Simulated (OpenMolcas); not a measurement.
## CH4In: excited-state calculation (part 3 of 3)

Continued. System: CH4In, multiplicity 2. Method: MC-PDFT (tOPBE)/ANO-RCC-VTZP, DKH2 (OpenMolcas 26.06). The geometry comes from this level: PBE0-D4/def2-TZVP.

Geometry of the input (Å):
```
C  -0.1938  -0.4319  -0.5817
In 1.0787  0.6439  0.8384
H  -1.2438  -0.2905  -0.3198
H  0.0520  -1.4948  -0.5587
H  -0.0118  -0.0573  -1.5903
H  0.3610  1.5669  2.1660
```

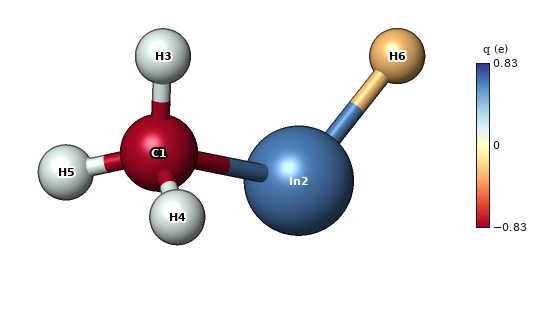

*Mulliken charges, as the colour of each atom (ball-and-stick view, seen at a tilt; atoms are numbered from 1 in the order of the input).*

By element: C −0.79, In +0.63 and H −0.27 to +0.14 e.

Summary:

- outcome: converged
- total energy: −5922.213984 hartree
- basis functions: 154
- dipole moment: 0.51 debye
- wall time: 64 s
- peak memory: 0.37 GiB
